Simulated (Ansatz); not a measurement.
# Run report: AlH2ClF2, frequency calculation

The run: frequency calculation of AlH2ClF2. Method and program: RKS PBE-D4/def2-SVP (Ansatz 0.2.0).

It belongs to a series of runs on one base structure; here: vibrations at the highest image of the band. Figures and captions count atoms from 1; the log counts them from 0 in places.

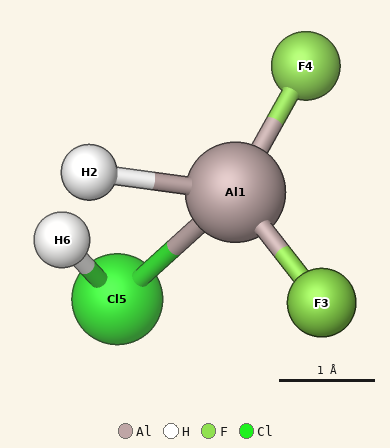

The structure (ball-and-stick view, seen at a tilt; atoms are numbered from 1 in the order of the input). Sticks mark near contacts.

Key numbers:

```tsv
quantity	value
outcome	converged
total energy	−24565.3928 eV
mean-field energy	−24565.2894 eV
largest force (length of the vector)	0.016 eV/Å
hardware	1 thread of Arm Neoverse V1, 24 GiB of memory available, shared host
wall time	43 s
peak memory	0.1 GiB
```

Input:
```yaml
crystal:
  periodic: [false, false, false]
  atoms:
    - { symbol: Al, position_ang: [0.010103, -0.12565, 0.066354] }
    - { symbol: H, position_ang: [0.014176, 0.177368, 1.681082] }
    - { symbol: F, position_ang: [1.447374, 0.131413, -0.743914] }
    - { symbol: F, position_ang: [-1.449977, 0.055888, -0.723354] }
    - { symbol: Cl, position_ang: [0.076106, -2.396442, 0.949816] }
    - { symbol: H, position_ang: [0.051318, -1.223377, 1.738015] }
basis:
  gaussian: { orbitals: def2-SVP }
hamiltonian:
  xc: pbe
  dispersion: d4
phonons: {}
```

Command:
```bash
ansatz run input.yaml --threads 1 --pin off --max-ram 2048MiB --backend cpu --events-out ev --progress --plain --runs-dir out
```

What the program printed:
```
Engine: ansatz 0.2.0, aarch64-unknown-linux-gnu
Functional definition: PBE
  parameter kappa = 0.804
  parameter beta = 0.06672455060314922
  exchange = pbe_x(kappa = kappa, mu = beta*pi^2/3)
  correlation = pbe_c(beta = beta)
800 factors; their error is unknown
mean field evaluation 1: about -24561.0482 eV, gradient 5.1e1 eV
mean field evaluation 2: about -24540.0000 eV, gradient 1.3e2 eV
mean field evaluation 4: about -24565.3112 eV, gradient 2.8e0 eV
mean field evaluation 8: about -24565.3378 eV, gradient 5.8e-2 eV
mean field evaluation 16: about -24565.2894 eV, gradient 2.8e-5 eV
mean field -24565.28938274 eV, -902.7577338645 hartree, gradient 2.8e-5 eV, S^2 0.000000; 0 other end points of the search recorded, 0 dependent functions left out
the calculation of the forces begins
reference -24565.28942100 eV, -902.7577352705 hartree; 25, 25 occupied and 49, 49 virtual orbitals, 800 factors
these checks for a lower state are left out or cut short: stability, starts, cluster_reference, orbital_swaps, neighbouring_geometries, increment
800 factors; their error is unknown
mean field -24565.28923848 eV, -902.7577285631 hartree, gradient 1.0e-6 eV, S^2 0.000000; 0 other end points of the search recorded, 0 dependent functions left out
[... from here on the field's lines of each further geometry are left out, up to the last ...]
the calculation of the forces begins
reference -24565.28938751 eV, -902.7577340399 hartree; 25, 25 occupied and 49, 49 virtual orbitals, 800 factors
these checks for a lower state are left out or cut short: stability, starts, cluster_reference, orbital_swaps, neighbouring_geometries, increment
800 factors; their error is unknown
mean field -24565.28936224 eV, -902.7577331112 hartree, gradient 1.1e-6 eV, S^2 0.000000; 0 other end points of the search recorded, 0 dependent functions left out
the calculation of the forces begins
reference -24565.28940050 eV, -902.7577345172 hartree; 25, 25 occupied and 49, 49 virtual orbitals, 800 factors
WARN: phonons: modes at or below zero, which the zero-point energy, F, S and C_V leave out: 1, the lowest at -388.34 cm⁻¹. A minimum has none, and a first-order saddle one
Total energy: -24565.39277161 eV, -902.7615333354 hartree
Atom 0 at     0.010103    -0.125650     0.066354 Å, force     0.000552     0.002290     0.016286 eV/Å
Atom 1 at     0.014176     0.177368     1.681082 Å, force    -0.000603     0.000724    -0.002009 eV/Å
Atom 2 at     1.447374     0.131413    -0.743914 Å, force     0.007676     0.000864    -0.006445 eV/Å
Atom 3 at    -1.449977     0.055888    -0.723354 Å, force    -0.007441     0.000185    -0.005299 eV/Å
Atom 4 at     0.076106    -2.396442     0.949816 Å, force    -0.000013    -0.006143     0.001007 eV/Å
Atom 5 at     0.051318    -1.223377     1.738015 Å, force    -0.000171     0.002080    -0.003540 eV/Å
Dipole moment:     0.008656    -0.210721     0.455851 e Å
Vibrations: -388.34 120.46 174.43 258.66 438.34 546.84 755.13 841.09 943.77 955.31 1618.52 1921.02 cm⁻¹, zero-point energy 0.531492 eV
```

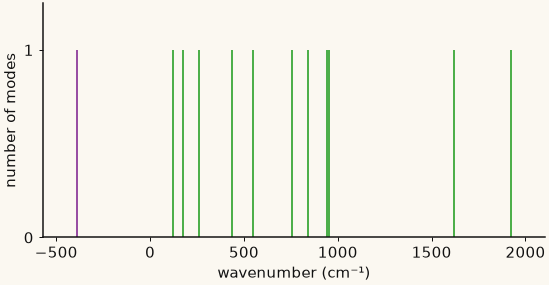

Harmonic vibrational wavenumbers from the force constants; neighbouring modes closer than 10 cm⁻¹ are counted in one stick, and imaginary ones are drawn at negative wavenumbers. 12 modes from 388i to 1921 cm⁻¹, 1 imaginary beyond 8i (388i cm⁻¹): a first-order saddle point, if the geometry is stationary.
